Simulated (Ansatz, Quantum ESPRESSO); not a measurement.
# GaIr (Pm-3m): zone-centre phonons

Wanted: the vibrations of GaIr (Pm-3m) at Γ, by two programs.

Method: DFT LDA, scalar-relativistic, plane waves, JTH PAW pseudopotentials, in Quantum ESPRESSO 7.5.

## 1. The starting structure

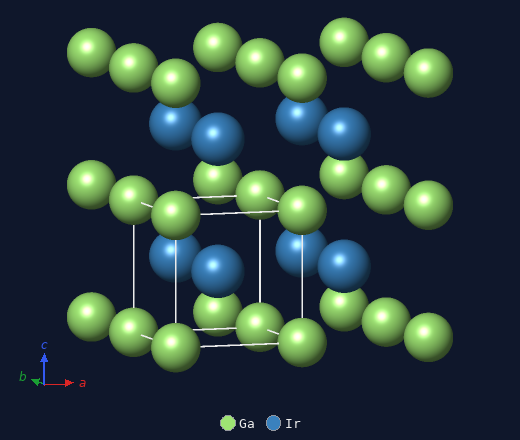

Start, viewed slightly off an axis; gallium green, iridium blue. 2×2×2 cells are drawn. Some periodic images of atoms are drawn too.

As a file:

```cif
data_structure
_symmetry_space_group_name_H-M 'Pm-3m'
_symmetry_Int_Tables_number 221
_cell_length_a 3.0040
_cell_length_b 3.0040
_cell_length_c 3.0040
_cell_angle_alpha 90.000
_cell_angle_beta 90.000
_cell_angle_gamma 90.000
_cell_volume 27.11
loop_
_atom_site_label
_atom_site_type_symbol
_atom_site_symmetry_multiplicity
_atom_site_Wyckoff_symbol
_atom_site_fract_x
_atom_site_fract_y
_atom_site_fract_z
_atom_site_occupancy
Ga1 Ga 1 a 0.00000 0.00000 0.00000 1
Ir1 Ir 1 b 0.50000 0.50000 0.50000 1
```

## 2. A probe with smearing

Before anything dear is run, a loose run with smearing shows whether this is a metal and how far the cell is from rest.

probe.in reads:

```
 &control
    calculation='scf',
    prefix='x',
    outdir='./tmp',
    pseudo_dir='./pseudo',
    tprnfor=.true.,
    tstress=.true.,
    verbosity='high',
 /
 &system
    ibrav=0,
    nat=2,
    ntyp=2,
    ecutwfc=50.0,
    ecutrho=250.0,
    occupations='smearing',
    smearing='gaussian',
    degauss=0.01,
 /
 &electrons
    conv_thr=1.0d-07,
    mixing_beta=0.7,
    electron_maxstep=100,
 /
ATOMIC_SPECIES
 Ga     69.7230  Ga.upf
 Ir    192.2170  Ir.upf
CELL_PARAMETERS angstrom
     3.004000000    0.000000000    0.000000000
     0.000000000    3.004000000    0.000000000
     0.000000000    0.000000000    3.004000000
ATOMIC_POSITIONS crystal
 Ga     0.000000000   0.000000000   0.000000000
 Ir     0.500000000   0.500000000   0.500000000
K_POINTS automatic
 6 6 6 0 0 0
```

On the command line:

```console
OMP_NUM_THREADS=1 mpirun -n 4 pw.x -nk 4 -in probe.in > probe.out
```

What it wrote:

```text
[banners, grids, parts of the stress and lines that vanish by symmetry left out]
Program PWSCF v.7.5
     file Ga.upf: wavefunction(s)  0S 4P 0P 3D 0D renormalized
     file Ir.upf: wavefunction(s)  0S 5P 0P 5D 0D renormalized
[...]
kinetic-energy cutoff     =      50.0000  Ry
     charge density cutoff     =     250.0000  Ry
     scf convergence threshold =      1.0E-07
[...]
Exchange-correlation= SLA PW NOGX NOGC
                           (   1   4   0   0   0   0   0)
[...]
48 Sym. Ops., with inversion, found
[...]
(     0          1          0      )
                  (     0          0          1      )
[...]
(  0.0000000  1.0000000  0.0000000 )
                  (  0.0000000  0.0000000  1.0000000 )
[...]
(     0         -1          0      )
[...]
(  0.0000000 -1.0000000  0.0000000 )
[...]
(     0          0          1      )
                  (     1          0          0      )
[...]
( -1.0000000  0.0000000  0.0000000 )
                  (  0.0000000  1.0000000  0.0000000 )
[...]
number of k points=    20  Gaussian smearing, width (Ry)=  0.0100
[...]
End of self-consistent calculation
[...]
the Fermi energy is    21.1340 ev
!    total energy              =   -1072.64132492 Ry
[...]
convergence has been achieved in   7 iterations
[...]
atom    1 type  1   force =     0.00000000    0.00000000    0.00000000
     atom    2 type  2   force =     0.00000000    0.00000000    0.00000000
[...]
Total force =     0.000000     Total SCF correction =     0.000000
[...]
total   stress  (Ry/bohr**3)                   (kbar)     P=      -19.59
[...]
XML data file, charge density, pseudopotentials, collected wavefunctions

   JOB DONE.
```

It took 2.9 s on 4 MPI ranks of Arm Neoverse V1, shared host.

Read from the output:

```yaml
volume_per_atom: 13.55 Å³
pressure: -1.959 GPa
gap_on_the_k_mesh: 0 eV
```

No gap opens on this mesh, so smearing is kept; the start stands at -2.0 GPa.

## 3. Relaxing the cell and atoms

The harmonic expansion starts where the forces on the atoms vanish, and stress shifts the frequencies, so cell and atoms are relaxed with tight thresholds.

relax.in reads:

```
 &control
    calculation='vc-relax',
    prefix='x',
    outdir='./tmp',
    pseudo_dir='./pseudo',
    tprnfor=.true.,
    tstress=.true.,
    forc_conv_thr=2.0d-05,
    etot_conv_thr=1.0d-07,
    nstep=40,
 /
 &system
    ibrav=0,
    nat=2,
    ntyp=2,
    ecutwfc=50.0,
    ecutrho=250.0,
    occupations='smearing',
    smearing='mv',
    degauss=0.02,
 /
 &electrons
    conv_thr=1.0d-11,
    mixing_beta=0.7,
    electron_maxstep=100,
 /
 &ions
 /
 &cell
    press_conv_thr=0.1,
 /
ATOMIC_SPECIES
 Ga     69.7230  Ga.upf
 Ir    192.2170  Ir.upf
CELL_PARAMETERS angstrom
     3.004000000    0.000000000    0.000000000
     0.000000000    3.004000000    0.000000000
     0.000000000    0.000000000    3.004000000
ATOMIC_POSITIONS crystal
 Ga     0.000000000   0.000000000   0.000000000
 Ir     0.500000000   0.500000000   0.500000000
K_POINTS automatic
 10 10 10 0 0 0
```

On the command line:

```console
OMP_NUM_THREADS=1 mpirun -n 4 pw.x -nk 4 -in relax.in > relax.out
```

What it wrote:

```text
[banners, grids, parts of the stress and lines that vanish by symmetry left out]
[banner, memory and clock lines left out]
Program PWSCF v.7.5

[...]
kinetic-energy cutoff     =      50.0000  Ry
     charge density cutoff     =     250.0000  Ry
     scf convergence threshold =      1.0E-11
[...]
energy convergence thresh.=      1.0E-07
     force convergence thresh. =      2.0E-05
     press convergence thresh. =      1.0E-01
     Exchange-correlation= SLA PW NOGX NOGC
                           (   1   4   0   0   0   0   0)
[...]
48 Sym. Ops., with inversion, found
[...]
number of k points=    56  Marzari-Vanderbilt smearing, width (Ry)=  0.0200
[...]
c_bands:  1 eigenvalues not converged
[...]
End of self-consistent calculation
[...]
the Fermi energy is    21.1299 ev
!    total energy              =   -1072.64154399 Ry
[...]
convergence has been achieved in  10 iterations
[...]
atom    1 type  1   force =     0.00000000    0.00000000    0.00000000
     atom    2 type  2   force =     0.00000000    0.00000000    0.00000000
     Total force =     0.000000     Total SCF correction =     0.000000
[...]
total   stress  (Ry/bohr**3)                   (kbar)     P=      -17.49
[...]
number of bfgs steps    =   0
[...]
CELL_PARAMETERS (angstrom)
[...]
ATOMIC_POSITIONS (crystal)
Ga               0.0000000000        0.0000000000        0.0000000000
Ir               0.5000000000        0.5000000000        0.5000000000
[...]
New effective cutoffs (rho, wfc):  251.41   50.29
[...]
End of self-consistent calculation
[...]
the Fermi energy is    21.3745 ev
!    total energy              =   -1072.64161135 Ry
[...]
convergence has been achieved in  15 iterations
[...]
atom    1 type  1   force =     0.00000000    0.00000000    0.00000000
     atom    2 type  2   force =     0.00000000    0.00000000    0.00000000
     Total force =     0.000000     Total SCF correction =     0.000000
[...]
total   stress  (Ry/bohr**3)                   (kbar)     P=        5.59
[...]
number of bfgs steps    =   1
[...]
CELL_PARAMETERS (angstrom)
[...]
ATOMIC_POSITIONS (crystal)
Ga               0.0000000000        0.0000000000        0.0000000000
Ir               0.5000000000        0.5000000000        0.5000000000
[...]
New effective cutoffs (rho, wfc):  251.05   50.22
[...]
End of self-consistent calculation
[...]
the Fermi energy is    21.3152 ev
!    total energy              =   -1072.64161847 Ry
[...]
convergence has been achieved in  16 iterations
[...]
atom    1 type  1   force =     0.00000000    0.00000000    0.00000000
     atom    2 type  2   force =     0.00000000    0.00000000    0.00000000
     Total force =     0.000000     Total SCF correction =     0.000000
[...]
total   stress  (Ry/bohr**3)                   (kbar)     P=       -0.13
[...]
number of bfgs steps    =   2
[...]
small trust_radius: resetting bfgs history
[...]
CELL_PARAMETERS (angstrom)
[...]
ATOMIC_POSITIONS (crystal)
Ga               0.0000000000        0.0000000000        0.0000000000
Ir               0.5000000000        0.5000000000        0.5000000000
[...]
New effective cutoffs (rho, wfc):  251.06   50.22
[...]
End of self-consistent calculation
[...]
the Fermi energy is    21.3171 ev
!    total energy              =   -1072.64161847 Ry
[...]
convergence has been achieved in  11 iterations
[...]
atom    1 type  1   force =     0.00000000    0.00000000    0.00000000
     atom    2 type  2   force =     0.00000000    0.00000000    0.00000000
     Total force =     0.000000     Total SCF correction =     0.000000
[...]
total   stress  (Ry/bohr**3)                   (kbar)     P=        0.02
[...]
bfgs converged in   4 scf cycles and   3 bfgs steps
[...]
End of BFGS Geometry Optimization
     Final enthalpy           =   -1072.6416184712 Ry
     File ./tmp/x.bfgs deleted, as requested
[...]
CELL_PARAMETERS (angstrom)
[...]
ATOMIC_POSITIONS (crystal)
Ga               0.0000000000        0.0000000000        0.0000000000
Ir               0.5000000000        0.5000000000        0.5000000000
[...]
Final scf calculation at the relaxed structure.
[...]
kinetic-energy cutoff     =      50.0000  Ry
     charge density cutoff     =     250.0000  Ry
     scf convergence threshold =      1.0E-13
[...]
press convergence thresh. =      1.0E-01
     Exchange-correlation= SLA PW NOGX NOGC
                           (   1   4   0   0   0   0   0)
[...]
48 Sym. Ops., with inversion, found
[...]
number of k points=    56  Marzari-Vanderbilt smearing, width (Ry)=  0.0200
[...]
c_bands:  1 eigenvalues not converged
     c_bands:  1 eigenvalues not converged
     c_bands:  1 eigenvalues not converged
[...]
c_bands:  1 eigenvalues not converged
     c_bands:  1 eigenvalues not converged
[...]
End of self-consistent calculation
[...]
the Fermi energy is    21.3171 ev
!    total energy              =   -1072.64160909 Ry
[...]
convergence has been achieved in  12 iterations
[...]
atom    1 type  1   force =     0.00000000    0.00000000    0.00000000
     atom    2 type  2   force =     0.00000000    0.00000000    0.00000000
     Total force =     0.000000     Total SCF correction =     0.000000
[...]
total   stress  (Ry/bohr**3)                   (kbar)     P=        0.03
[...]
XML data file, charge density, pseudopotentials, collected wavefunctions
```

Run time: 27 s. Hardware: 4 MPI ranks; 1.8 min of CPU time.

The steps of the relaxation:

| step | energy less that of the first step (eV) | largest force (eV/Å) | pressure (GPa) | volume (Å³) |
| --- | --- | --- | --- | --- |
| 1 | 0.0000 | 0.0000 | -1.75 | 27.11 |
| 2 | -0.0009 | 0.0000 | 0.56 | 26.87 |
| 3 | -0.0010 | 0.0000 | -0.01 | 26.93 |
| 4 | -0.0010 | 0.0000 | 0.00 | 26.92 |
| 5 | -0.0009 | 0.0000 | 0.00 | 26.92 |

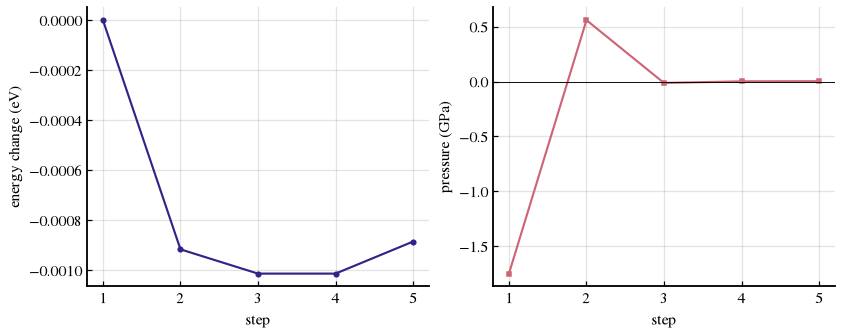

Energy and pressure along the relaxation.

| conventional cell, symmetrised | before | after | change |
| --- | --- | --- | --- |
| a (Å) | 3.004 | 2.997 | -0.2 % |
| b (Å) | 3.004 | 2.997 | -0.2 % |
| c (Å) | 3.004 | 2.997 | -0.2 % |
| volume (Å³/atom) | 13.55 | 13.46 | -0.7 % |

Final coordinates:

```
Ga Ir
1.0
     2.99716    0.00000    0.00000
     0.00000    2.99716    0.00000
     0.00000    0.00000    2.99716
Ga Ir
1 1
Direct
  0.00000 0.00000 0.00000
  0.50000 0.50000 0.50000
```

The last row of the table of steps is pw.x's closing run on a basis chosen anew for the final cell, so its energy can jump.

Numbers from this step:

- volume per atom: 13.46 Å³
- pressure: 0.003000 GPa

The volume changes by -0.7 % from the cell with which this run began.

## 4. Ground state

Perturbation theory inherits every error of the wavefunctions, so the threshold is set near the limit of the arithmetic. Smearing stays on, as the first look found no gap above 0.3 eV.

scf.in reads:

```
 &control
    calculation='scf',
    prefix='x',
    outdir='./tmp',
    pseudo_dir='./pseudo',
    tprnfor=.true.,
    tstress=.true.,
 /
 &system
    ibrav=0,
    nat=2,
    ntyp=2,
    ecutwfc=50.0,
    ecutrho=250.0,
    occupations='smearing',
    smearing='mv',
    degauss=0.02,
 /
 &electrons
    conv_thr=1.0d-12,
    mixing_beta=0.7,
    electron_maxstep=100,
 /
ATOMIC_SPECIES
 Ga     69.7230  Ga.upf
 Ir    192.2170  Ir.upf
CELL_PARAMETERS angstrom
     2.997159495    0.000000000    0.000000000
     0.000000000    2.997159495    0.000000000
     0.000000000    0.000000000    2.997159495
ATOMIC_POSITIONS crystal
 Ga     0.000000000   0.000000000   0.000000000
 Ir     0.500000000   0.500000000   0.500000000
K_POINTS automatic
 12 12 12 0 0 0
```

On the command line:

```console
OMP_NUM_THREADS=1 mpirun -n 4 pw.x -nk 4 -in scf.in > scf.out
```

What it wrote:

```text
[banners, grids, parts of the stress and lines that vanish by symmetry left out]
[banner, memory and clock lines left out]
Program PWSCF v.7.5

[...]
kinetic-energy cutoff     =      50.0000  Ry
     charge density cutoff     =     250.0000  Ry
     scf convergence threshold =      1.0E-12
[...]
Exchange-correlation= SLA PW NOGX NOGC
                           (   1   4   0   0   0   0   0)
[...]
48 Sym. Ops., with inversion, found
[...]
number of k points=    84  Marzari-Vanderbilt smearing, width (Ry)=  0.0200
[...]
End of self-consistent calculation
[...]
the Fermi energy is    21.3152 ev
!    total energy              =   -1072.64156565 Ry
[...]
convergence has been achieved in  10 iterations
[...]
atom    1 type  1   force =     0.00000000    0.00000000    0.00000000
     atom    2 type  2   force =     0.00000000    0.00000000    0.00000000
     Total force =     0.000000     Total SCF correction =     0.000000
[...]
total   stress  (Ry/bohr**3)                   (kbar)     P=        1.68
[...]
XML data file, charge density, pseudopotentials, collected wavefunctions
```

Run time: 8.3 s. Hardware: 4 MPI ranks.

Numbers from this step:

* pressure: 0.168 GPa

The cell stands at 0.17 GPa, close enough for phonons.

## 5. Linear response at Γ

At q = 0 one unit cell holds all displacements; symmetry groups them into irreducible representations that are solved one by one. With smeared occupations no response to a homogeneous field can be asked.

ph.in reads:

```
phonons
 &inputph
    prefix='x',
    outdir='./tmp',
    fildyn='g.dyn',
    tr2_ph=1.0d-18,
    alpha_mix(1)=0.4,
    nmix_ph=8,
 /
0.000000000 0.000000000 0.000000000
```

On the command line:

```console
OMP_NUM_THREADS=1 mpirun -n 4 ph.x -nk 4 -in ph.in > ph.out
```

What it wrote:

```text
[banners, grids, parts of the stress and lines that vanish by symmetry left out]
[banner, memory and clock lines left out]
Program PHONON v.7.5

     ./tmp/x.save/

     file Ga.upf: wavefunction(s)  0S 4P 0P 3D 0D renormalized
     file Ir.upf: wavefunction(s)  0S 5P 0P 5D 0D renormalized

     IMPORTANT: XC functional enforced from input :
     Exchange-correlation= PW
                           (   1   4   0   0   0   0   0)
     Any further DFT definition will be discarded
     Please, verify this is what you really want

     G-vector sticks info

     Reading collected, re-writing distributed wavefunctions in ./tmp/

     Number and degeneracy of irreps per q-point
       N         xq(1)         xq(2)         xq(3)   N irreps
       1   0.000000000   0.000000000   0.000000000       2
        3   3

     Calculation of q =    0.0000000   0.0000000   0.0000000

     phonons

     bravais-lattice index     =            0
     lattice parameter (alat)  =       5.6638  a.u.
     unit-cell volume          =     181.6880 (a.u.)^3
     number of atoms/cell      =            2
     number of atomic types    =            2
     kinetic-energy cut-off    =      50.0000  Ry
     charge density cut-off    =     250.0000  Ry
     convergence threshold     =      1.0E-18
     beta                      =       0.4000
     number of iterations used =            8
     Exchange-correlation= PW
                           (   1   4   0   0   0   0   0)

     celldm(1)=    5.66381  celldm(2)=    0.00000  celldm(3)=    0.00000
     celldm(4)=    0.00000  celldm(5)=    0.00000  celldm(6)=    0.00000

     crystal axes: (cart. coord. in units of alat)
               a(1) = (  1.0000  0.0000  0.0000 )
               a(2) = (  0.0000  1.0000  0.0000 )
               a(3) = (  0.0000  0.0000  1.0000 )

     reciprocal axes: (cart. coord. in units 2 pi/alat)
               b(1) = (  1.0000  0.0000  0.0000 )
               b(2) = (  0.0000  1.0000  0.0000 )
               b(3) = (  0.0000  0.0000  1.0000 )

     Atoms inside the unit cell:

     Cartesian axes

     site n.  atom      mass           positions (alat units)
        1  Ga     69.7230   tau(    1) = (    0.00000    0.00000    0.00000  )
        2  Ir    192.2170   tau(    2) = (    0.50000    0.50000    0.50000  )

     Computing dynamical matrix for
                    q = (   0.0000000   0.0000000   0.0000000 )

     49 Sym.Ops. (with q -> -q+G )

     G cutoff =  203.1411  (  12149 G-vectors)     FFT grid: ( 30, 30, 30)
     G cutoff =  162.5128  (   8709 G-vectors)  smooth grid: ( 25, 25, 25)

     number of k points=    84  Marzari-Vanderbilt smearing, width (Ry)=  0.0200
                       cart. coord. in units 2pi/alat
        k(    1) = (   0.0000000   0.0000000   0.0000000), wk =   0.0011574
        k(    2) = (   0.0000000   0.0000000   0.0833333), wk =   0.0069444
        k(    3) = (   0.0000000   0.0000000   0.1666667), wk =   0.0069444
        [... further k-points left out ...]

     PseudoPot. # 1 for Ga read from file:
     ./pseudo/Ga.upf
     Pseudo is Projector augmented-wave + core cor, Zval = 13.0
     Shape of augmentation charge: BESSEL
     Using radial grid of 1052 points,  6 beta functions with:
                l(1) =   0
                l(2) =   0
                l(3) =   1
                l(4) =   1
                l(5) =   2
                l(6) =   2
     Q(r) pseudized with 0 coefficients

     PseudoPot. # 2 for Ir read from file:
     ./pseudo/Ir.upf
     Pseudo is Projector augmented-wave + core cor, Zval = 15.0
     Shape of augmentation charge: SINC**2
     Using radial grid of 1125 points,  6 beta functions with:
                l(1) =   0
                l(2) =   0
                l(3) =   1
                l(4) =   1
                l(5) =   2
                l(6) =   2
     Q(r) pseudized with 0 coefficients

     Mode symmetry, O_h (m-3m)  point group:

     Atomic displacements:
     There are    2 irreducible representations

     Representation     1      3 modes -  To be done

     Representation     2      3 modes -  To be done

     Alpha used in Ewald sum =   2.4000

     Representation #   1 modes #   1   2   3

     Self-consistent Calculation
      thresh= 1.000E-02 alpha_mix =  0.400 |ddv_scf|^2 =  8.250E-06
      thresh= 2.872E-04 alpha_mix =  0.400 |ddv_scf|^2 =  4.516E-07
      thresh= 6.720E-05 alpha_mix =  0.400 |ddv_scf|^2 =  1.115E-08
      thresh= 1.056E-05 alpha_mix =  0.400 |ddv_scf|^2 =  8.251E-11
      thresh= 9.083E-07 alpha_mix =  0.400 |ddv_scf|^2 =  8.764E-12
      thresh= 2.960E-07 alpha_mix =  0.400 |ddv_scf|^2 =  1.822E-13
      thresh= 4.268E-08 alpha_mix =  0.400 |ddv_scf|^2 =  2.741E-16
      thresh= 1.656E-09 alpha_mix =  0.400 |ddv_scf|^2 =  7.432E-17
      thresh= 8.621E-10 alpha_mix =  0.400 |ddv_scf|^2 =  3.758E-20

     End of self-consistent calculation

     Convergence has been achieved

     Representation #   2 modes #   4   5   6

     Self-consistent Calculation
      thresh= 1.000E-02 alpha_mix =  0.400 |ddv_scf|^2 =  9.761E-06
      thresh= 3.124E-04 alpha_mix =  0.400 |ddv_scf|^2 =  1.060E-06
      thresh= 1.029E-04 alpha_mix =  0.400 |ddv_scf|^2 =  5.858E-08
      thresh= 2.420E-05 alpha_mix =  0.400 |ddv_scf|^2 =  1.702E-09
      thresh= 4.126E-06 alpha_mix =  0.400 |ddv_scf|^2 =  3.403E-11
      thresh= 5.834E-07 alpha_mix =  0.400 |ddv_scf|^2 =  6.460E-12
      thresh= 2.542E-07 alpha_mix =  0.400 |ddv_scf|^2 =  1.316E-14
      thresh= 1.147E-08 alpha_mix =  0.400 |ddv_scf|^2 =  2.106E-16
      thresh= 1.451E-09 alpha_mix =  0.400 |ddv_scf|^2 =  5.821E-18
      thresh= 2.413E-10 alpha_mix =  0.400 |ddv_scf|^2 =  7.497E-21

     End of self-consistent calculation

     Convergence has been achieved

     Number of q in the star =    1
     List of q in the star:
          1   0.000000000   0.000000000   0.000000000

     Diagonalizing the dynamical matrix

     q = (    0.000000000   0.000000000   0.000000000 )

 **************************************************************************
     freq (    1) =      -0.057732 [THz] =      -1.925729 [cm-1]
     freq (    2) =      -0.057732 [THz] =      -1.925729 [cm-1]
     freq (    3) =      -0.057732 [THz] =      -1.925729 [cm-1]
     freq (    4) =       5.445495 [THz] =     181.642166 [cm-1]
     freq (    5) =       5.445495 [THz] =     181.642166 [cm-1]
     freq (    6) =       5.445495 [THz] =     181.642166 [cm-1]
 **************************************************************************

     Mode symmetry, O_h (m-3m)  point group:

     freq (   1-   3) =         -1.9  [cm-1]   --> T_1u G_15  G_4- I
     freq (   4-   6) =        181.6  [cm-1]   --> T_1u G_15  G_4- I
```

Run time: 1.9 min. Hardware: 4 MPI ranks; 7.5 min of CPU time.

Read from the output:

```
largest acoustic frequency at the zone centre before the sum rule : -1.93 cm⁻¹
highest optical zone-centre mode (no LO-TO term)                  : 181.6 cm⁻¹
lowest optical zone-centre mode                                   : 181.6 cm⁻¹
```

Optical modes; normalised displacements of the dynamical-matrix file. Modes at Γ, with each element's share of the kinetic energy:

```
mode  frequency (cm⁻¹)  symmetry  Ga %  Ir %
   1             181.6       T1u    73    27
   2             181.6       T1u    73    27
   3             181.6       T1u    73    27
```

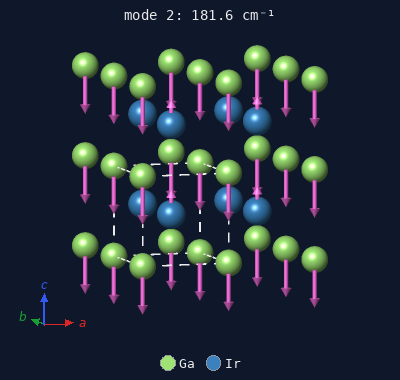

Displacement patterns of mode 2 at Γ; arrows are exaggerated. 2×2×2 cells are drawn. Some periodic images of atoms are drawn too.

The acoustic modes at Γ come out as far as 1.9 cm⁻¹ from zero, where they should vanish, a small numerical error.

(Continued in part 2 of 2.)

[Host names and launcher messages were left out of these logs when they were recorded.]

[Logs are printed without paths, hosts, clocks, repeated set-up lines and the standing remarks that a program may print on its own settings, such as how far it seeks lower states.]

[Hosts, paths, dates, database ids (printed as entryN), source tags and the programs' standing remarks are cut or masked in the printed files.]
